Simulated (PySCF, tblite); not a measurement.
# C₆H₆BCl₂ radical: geometry, infrared bands and EPR parameters

Aim: predict the infrared bands and EPR parameters of C₆H₆BCl₂ radical (`C=C1C[C@H](BCl)[C]=C1Cl`).

Programs: tblite 0.8.0 and PySCF 2.14.0, with density-fitted response routines of our own. Each step states its level of theory. These are calculated values for one molecule in the gas phase, unless marked as measured. Atoms are numbered from 0 throughout.

### Step 1. The molecule as given

15 atoms, charge 0, multiplicity 2; geometry from: force field or distance geometry start.

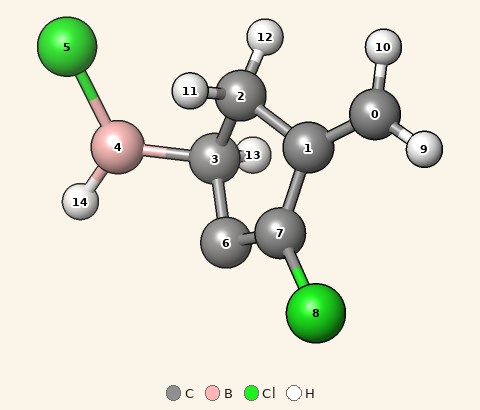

The starting geometry (carbon grey, boron pink, chlorine green, hydrogen white), atoms numbered.

### Step 2. Optimising the geometry with GFN2-xTB

The job: settings as JSON, then the geometry in Å.

```
{"job": {"kind": "relax", "xc": "GFN2-xTB", "basis": "xTB"}, "charge": 0, "multiplicity": 2}
C     -2.317600    -0.146700     0.632500
C     -1.153600     0.164300     0.129000
C      0.158900    -0.356000     0.707300
C      0.948200    -0.444200    -0.591900
B      2.467100    -0.129200    -0.263200
Cl     3.098700    -0.364000     1.458300
C      0.435500     0.677800    -1.446200
C     -0.774500     1.004800    -0.989000
Cl    -1.822200     2.263400    -1.651900
H     -3.273300     0.210100     0.249300
H     -2.369300    -0.802100     1.495800
H      0.570100     0.465400     1.292700
H      0.030000    -1.309400     1.224100
H      0.801200    -1.399300    -1.119400
H      3.196400     0.173000    -1.149300
```

Run with:

```bash
> OMP_NUM_THREADS=1 python probes_run.py task.json out
```

One launch serves the whole session: the jobs run in the order shown.

The program printed:

```text
step      E/eV     max force
  0    -710.34243    2.277
  1    -710.62466    1.718
  2    -710.77916    1.287
  3    -710.83423    0.735
  4    -710.86755    0.504
  5    -710.89001    0.439
  6    -710.91564    0.495
  7    -710.93536    0.400
  8    -710.95015    0.500
  9    -710.96242    0.439
 10    -710.97390    0.288
 11    -710.98447    0.242
 12    -710.99353    0.240
 13    -711.00141    0.236
 14    -711.00833    0.228
 15    -711.01518    0.208
 16    -711.02272    0.210
 17    -711.02972    0.182
 18    -711.03463    0.162
 19    -711.03787    0.132
 20    -711.04033    0.121
 21    -711.04249    0.123
 22    -711.04451    0.132
 23    -711.04637    0.147
 24    -711.04816    0.115
 25    -711.04989    0.111
 26    -711.05144    0.106
 27    -711.05276    0.101
 28    -711.05386    0.095
 29    -711.05481    0.087
 30    -711.05568    0.084
 31    -711.05655    0.072
 32    -711.05748    0.086
 33    -711.05841    0.085
 34    -711.05930    0.105
 35    -711.06028    0.114
 36    -711.06172    0.111
 37    -711.06408    0.151
 38    -711.06746    0.209
 39    -711.07145    0.216
 40    -711.07550    0.170
 41    -711.07913    0.154
 42    -711.08246    0.160
 43    -711.08553    0.144
 44    -711.08778    0.133
 45    -711.08966    0.127
 46    -711.09206    0.116
 47    -711.09480    0.134
 48    -711.09454    0.239
 49    -711.09745    0.098
 50    -711.09796    0.080
 51    -711.09867    0.064
 52    -711.09915    0.062
 53    -711.09975    0.073
 54    -711.10016    0.069
 55    -711.10050    0.057
 56    -711.10081    0.046
 57    -711.10110    0.043
 58    -711.10132    0.041
 59    -711.10152    0.037
 60    -711.10173    0.029
 61    -711.10191    0.033
 62    -711.10206    0.024
 63    -711.10218    0.020
 64    -711.10229    0.021
 65    -711.10239    0.022
 66    -711.10248    0.025
 67    -711.10254    0.025
 68    -711.10261    0.026
 69    -711.10268    0.026
 70    -711.10278    0.030
 71    -711.10289    0.035
 72    -711.10304    0.035
 73    -711.10322    0.038
 74    -711.10339    0.029
 75    -711.10350    0.026
 76    -711.10357    0.024
 77    -711.10363    0.021
 78    -711.10369    0.022
 79    -711.10372    0.014
 80    -711.10374    0.012
 81    -711.10375    0.011
 82    -711.10377    0.012
 83    -711.10381    0.016
 84    -711.10385    0.016
 85    -711.10389    0.015
 86    -711.10393    0.015
 87    -711.10399    0.019
 88    -711.10410    0.031
 89    -711.10429    0.042
 90    -711.10457    0.050
 91    -711.10490    0.052
 92    -711.10525    0.038
 93    -711.10557    0.043
 94    -711.10604    0.051
 95    -711.10486    0.270
 96    -711.10676    0.042
 97    -711.10710    0.038
 98    -711.10468    0.326
 99    -711.10741    0.031
100    -711.10752    0.043
101    -711.10782    0.042
102    -711.10805    0.101
103    -711.10827    0.059
104    -711.10885    0.037
105    -711.10821    0.252
106    -711.10947    0.033
107    -711.10977    0.019
108    -711.10669    0.355
109    -711.11000    0.017
110    -711.11015    0.016
111    -711.10997    0.155
112    -711.11044    0.021
113    -711.11054    0.028
114    -711.11069    0.065
115    -711.11079    0.044
116    -711.11102    0.021
117    -711.11112    0.022
118    -711.11122    0.027
119    -711.11131    0.027
120    -711.11151    0.022
121    -711.11159    0.031
122    -711.11174    0.033
123    -711.11188    0.033
124    -711.11201    0.018
125    -711.11208    0.013
126    -711.11211    0.012
127    -711.11212    0.013
128    -711.11215    0.011
129    -711.11217    0.008
```

Run time: 0.93 s. Hardware: 1 thread of Intel Xeon 6975P-C, shared host.

Relaxation path: (not every step is listed)

```csv
step,energy from step 0 (eV),largest force (eV/Å)
0,0.0000,2.2766
1,-0.2822,1.7182
2,-0.4367,1.2870
3,-0.4918,0.7351
4,-0.5251,0.5038
5,-0.5476,0.4388
6,-0.5732,0.4946
7,-0.5929,0.3999
8,-0.6077,0.4996
19,-0.6954,0.1322
30,-0.7133,0.0840
41,-0.7367,0.1537
52,-0.7567,0.0622
63,-0.7597,0.0204
74,-0.7610,0.0286
85,-0.7615,0.0146
96,-0.7643,0.0421
107,-0.7673,0.0194
118,-0.7688,0.0269
124,-0.7696,0.0178
125,-0.7696,0.0129
126,-0.7697,0.0124
127,-0.7697,0.0127
128,-0.7697,0.0114
129,-0.7697,0.0084
```

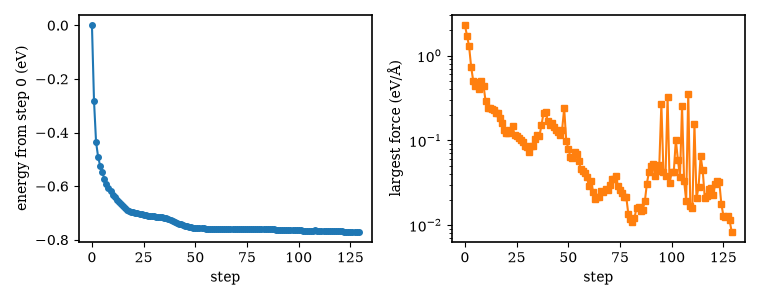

Energy and force, step by step.

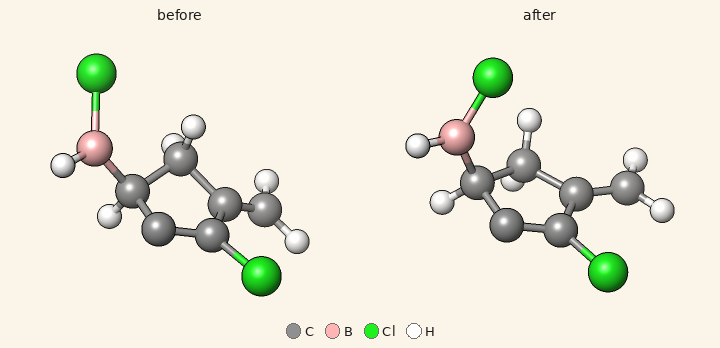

The geometry before (left) and after (right).

Distances of close pairs at the start and the end, largest changes first:

```csv
bond,before (Å),after (Å),change (Å)
B4–Cl5,1.849,1.685,-0.164
C7–Cl8,1.767,1.708,-0.058
C2–C3,1.523,1.558,+0.036
C1–C7,1.449,1.475,+0.026
C0–C1,1.306,1.325,+0.019
C3–C6,1.501,1.485,-0.015
C0–H9,1.090,1.076,-0.014
B4–H14,1.187,1.173,-0.014
```

The final coordinates are the input of the step that follows.

### Step 3. Infrared spectrum with GFN2-xTB

The job: settings as JSON, then the geometry in Å.

```
{"job": {"kind": "ir", "xc": "GFN2-xTB", "basis": "xTB"}, "charge": 0, "multiplicity": 2}
C     -2.196641     0.272306     0.922413
C     -1.110383     0.090678     0.186579
C      0.019560    -0.882967     0.444027
C      1.100154    -0.582834    -0.637914
B      2.427055     0.168021    -0.169312
Cl     2.512650     0.890123     1.350225
C      0.395392     0.401986    -1.497760
C     -0.771021     0.825973    -1.045935
Cl    -1.820414     1.990959    -1.724374
H     -2.949190     0.991847     0.652799
H     -2.360386    -0.294084     1.823350
H      0.415871    -0.756950     1.451818
H     -0.337998    -1.908696     0.345565
H      1.335068    -1.477121    -1.221407
H      3.335870     0.278749    -0.901986
```

The program printed:

```text
mode    cm-1     km/mol
  1      18.6      0.36
  2      42.3      0.46
  3     125.1      1.05
  4     188.1      2.54
  5     207.4      1.23
  6     229.8     13.45
  7     307.2      0.57
  8     375.8     14.20
  9     438.7      2.09
 10     460.2      4.08
 11     506.2      7.14
 12     592.5      4.00
 13     644.0      3.59
 14     697.0     36.53
 15     733.2     19.02
 16     751.6      3.21
 17     852.3     33.34
 18     865.5     16.58
 19     917.0      8.18
 20     934.8     11.64
 21     977.6     55.98
 22    1037.7      3.95
 23    1054.0     37.52
 24    1073.6    221.35
 25    1122.0     27.76
 26    1143.0     29.33
 27    1201.9     19.83
 28    1226.7      3.61
 29    1263.7      1.67
 30    1387.6      3.08
 31    1442.0      7.83
 32    1615.4     11.54
 33    1705.1     23.40
 34    2617.2     81.55
 35    2934.8     21.05
 36    2977.6     18.66
 37    2992.6     12.63
 38    3105.9      3.97
 39    3139.5     22.20
```

Wall time 0.56 s (1 thread of Intel Xeon 6975P-C, shared host).

Which atoms move in the most intense modes:

```
cm⁻¹  km/mol                                  atoms
 697    36.5                      H14 50 %, B4 31 %
 852    33.3   B4 23 %, C2 20 %, H14 17 %, H12 12 %
 978    56.0                      C7 57 %, H10 13 %
1054    37.5             C6 31 %, C3 28 %, H13 16 %
1074   221.3   H14 32 %, B4 26 %, C3 15 %, H11 13 %
1122    27.8  H13 45 %, H11 14 %, B4 12 %, H14 10 %
1143    29.3  H12 32 %, H13 29 %, H11 15 %, C3 15 %
2617    81.5                               H14 92 %
```

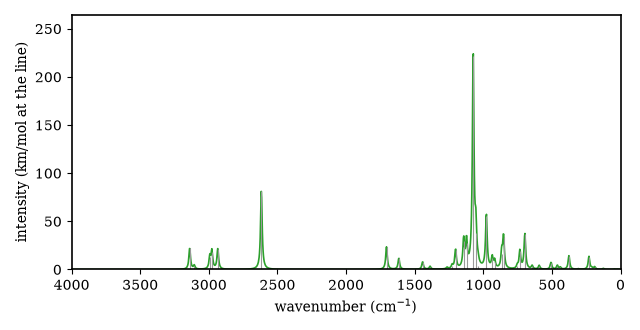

The infrared spectrum from these modes, unscaled. Lines are broadened to a width of 14 cm⁻¹ (Lorentzian).

### Step 4. g tensor and hyperfine couplings: B3LYP/pcH-1

Settings changed since step 3:

```diff
@@ -1,2 +1,2 @@
-{"job": {"kind": "ir", "xc": "GFN2-xTB", "basis": "xTB"}, "charge": 0, "multiplicity": 2}
+{"job": {"kind": "epr", "basis": "pcH-1"}, "charge": 0, "multiplicity": 2}
 C     -2.196641     0.272306     0.922413
```

Method: UKS B3LYP, pcH-1 on B C Cl H, non-relativistic, mean-field spin-orbit, GIAO.

The program printed:

```text
UKS, coarse grid
  cycle   1  E = -1177.38086878  |g| = 3.28e-01
  cycle   2  E = -1177.36100958  |g| = 3.53e-01
  cycle   3  E = -1177.42100430  |g| = 1.23e-01
  cycle   4  E = -1177.42798013  |g| = 5.71e-02
  cycle   5  E = -1177.42971143  |g| = 1.09e-02
  cycle   6  E = -1177.42979725  |g| = 6.21e-03
  cycle   7  E = -1177.42983550  |g| = 3.30e-03
  cycle   8  E = -1177.42985235  |g| = 1.89e-03
  cycle   9  E = -1177.42986468  |g| = 1.09e-03
  cycle  10  E = -1177.42986668  |g| = 6.35e-04
UKS, final grid
  cycle   1  E = -1177.42985350  |g| = 8.09e-04
  cycle   2  E = -1177.42985326  |g| = 1.28e-03
  cycle   3  E = -1177.42985411  |g| = 2.12e-04
  cycle   4  E = -1177.42985418  |g| = 1.59e-04
  cycle   5  E = -1177.42985430  |g| = 5.49e-05
  cycle   6  E = -1177.42985431  |g| = 1.39e-05
E = -1177.42985431 Eh   <S^2> = 0.7640 (exact 0.7500)
g shifts (ppm)      1          2          3
  rmc          -166       -166       -166
  gc             22        -21         14
  oz_so       -1577        565        971
  total       -1721        378        820
hyperfine (MHz)  atom isotope    a_iso     a_fc   dipolar eigenvalues
    0   13C       0.48       0.46     -9.44      3.00      6.44
    1   13C      57.56      57.59     -6.00     -0.30      6.30
    2   13C      36.58      36.58     -6.32     -5.29     11.61
    3   13C      31.17      31.17     -7.18     -7.01     14.20
    4   11B       9.12       9.13     -1.69     -1.05      2.74
    5  35Cl      -0.19      -0.19     -0.25      0.07      0.18
    6   13C     420.16     420.23    -81.03    -55.56    136.58
    7   13C       1.99       2.10    -23.36     -1.24     24.60
    8  35Cl       4.94       4.77     -6.77     -1.63      8.41
    9    1H       5.63       5.63     -2.06     -1.49      3.55
   10    1H      14.96      14.96     -1.45     -1.16      2.61
   11    1H       8.94       8.93     -3.95     -1.32      5.28
   12    1H       5.19       5.18     -4.01     -1.40      5.41
   13    1H      15.66      15.65     -7.62     -5.26     12.88
   14    1H      -0.27      -0.27     -3.16     -2.59      5.76
```

Run time: 87 s. Hardware: 1 thread of Intel Xeon 6975P-C, shared host; peak memory 1.1 GiB.

Principal g values 2.00060, 2.00270, 2.00314; g(iso) = 2.00214, against 2.00232 for a free electron.

Hyperfine couplings, nucleus by nucleus at this fixed geometry (no averaging over rotations):

```csv
nuclei,isotope,a(iso) (MHz),"a(iso) (G, at g = 2.0023)",largest dipolar term (MHz)
C6,13C,420.2,149.9,136.6
C1,13C,57.6,20.5,6.3
C2,13C,36.6,13.1,11.6
C3,13C,31.2,11.1,14.2
H13,1H,15.7,5.6,12.9
H10,1H,15.0,5.3,2.6
B4,11B,9.1,3.3,2.7
H11,1H,8.9,3.2,5.3
H9,1H,5.6,2.0,3.5
H12,1H,5.2,1.9,5.4
Cl8,35Cl,4.9,1.8,8.4
C7,13C,2.0,0.7,24.6
C0,13C,0.5,0.2,-9.4
H14,1H,-0.3,-0.1,5.8
```

Mulliken spin populations:

C0 -0.06; C1 0.08; C2 0.06; C3 -0.02; B4 0.01; Cl5 0.00; C6 1.02; C7 -0.12; Cl8 0.01; H9 0.00; H10 0.01; H11 0.00; H12 0.00; H13 0.01; H14 0.00

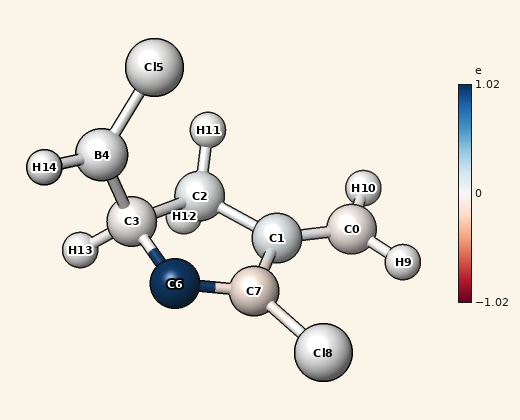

Mulliken spin populations, as colours on the atoms.

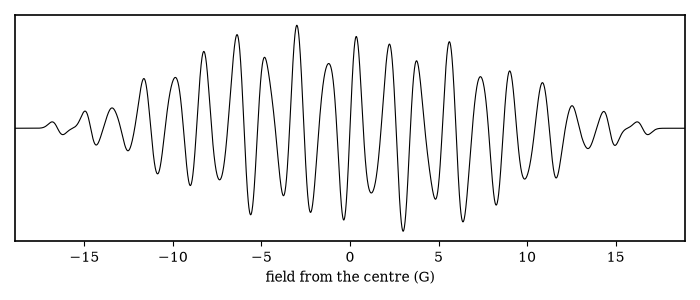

First-order isotropic spectrum (first derivative, main isotopes with spin only, couplings over 0.8 MHz, Gaussian width 0.3 G; couplings of the frozen geometry, rotation of groups not averaged beyond the rows shown).

The fields below are evaluated on a grid from the run's orbitals.

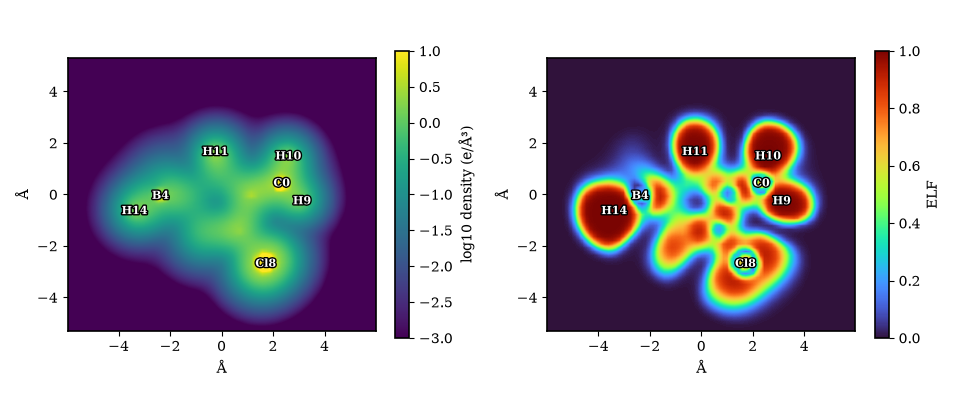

Density (left) and ELF (right) in a plane through or near 7 of the atoms.

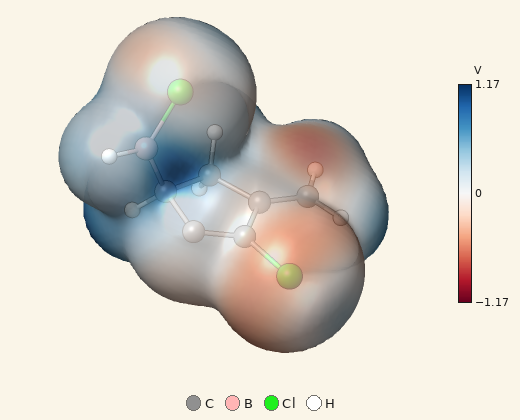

Electrostatic potential on the surface of density 0.002 e/bohr³; red is low, blue high. It runs from -0.55 V near C0 to 1.17 V near B4.

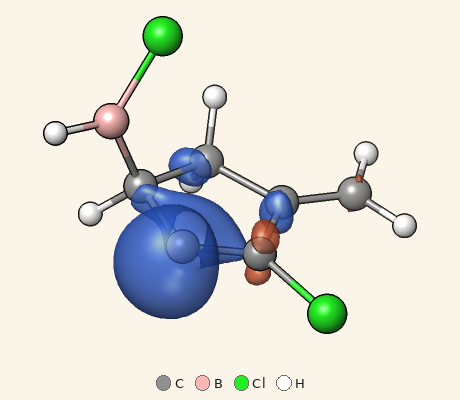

Spin density at ±0.05 e/Å³ (alpha excess blue, beta excess red).

### Step 5. What came out

| quantity | value |
| --- | --- |
| strongest single infrared mode (GFN2-xTB) | 1074 cm⁻¹, 221 km/mol |
| zero-point energy (GFN2-xTB) | 62.8 kcal/mol |
| g(iso) (B3LYP) | 2.00214 |
| ⟨S²⟩ | 0.764 (exact 0.75) |
| largest a(iso) | 13C on C6, 420.2 MHz |
| potential on the surface of density 0.002 e/bohr³, 1st and 99th percentile | -0.55 V and 1.17 V |

**Reading.** The optimisation took 129 steps and gained 0.770 eV; among the close pairs (by a distance rule), B4–Cl5 changed most, from 1.849 to 1.685 Å. No mode is imaginary among the 39: a minimum at this level. The strongest single mode, at 1074 cm⁻¹, is carried by H14, B4, C3, H11. GFN2-xTB is a fitted tight-binding method: band positions and strengths are rough. Its intensities can rank the bands wrongly. C6 carries the largest spin population, 1.02 e. The isotropic g lies 0.2 ppt below the free-electron value. These values are for one conformer; the search (at its own cheap level) found 2 more, at 0.74, 0.75 kcal/mol, and measured spectra average over such forms.
